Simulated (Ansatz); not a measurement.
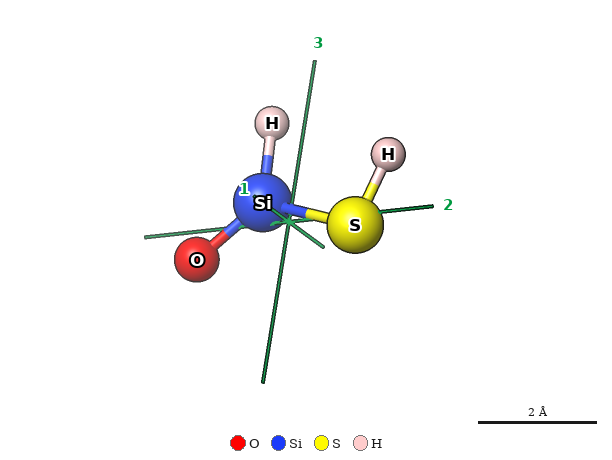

The three principal axes of inertia are drawn and numbered. Atoms fade into the background with distance from the viewer. The geometry was computed by an optimisation with PBE0-D4/def2-TZVP. No frequency run is at hand to confirm it as a minimum. Masses are those of the most abundant isotopes; constants are for the rigid equilibrium geometry.

**Which line is the a axis (least moment of inertia), which b and which c?**

a is line 2, b is line 3, c is line 1; the moments are 15.3, 127, 143 u Å².

**Classify the rotor and give the rotational constants (cm⁻¹).**

An asymmetric top (Cs): A = 1.10, B = 0.132, C = 0.118 cm⁻¹. Ray's parameter κ is −0.97, close to the prolate limit.
